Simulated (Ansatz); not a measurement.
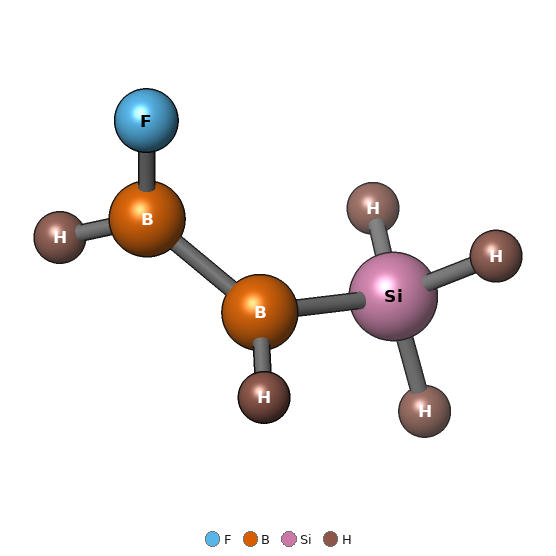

The geometry was computed by an optimisation with PBE0-D4/def2-TZVP. No frequency run is at hand to confirm it as a minimum. Method: RKS B3LYP-D4/def2-TZVPP (Ansatz 0.2.0).

Predict the main results.

The species is B₂FH₅Si (`FBB[SiH3]`).
- dispersion correction: −22.1 kJ/mol
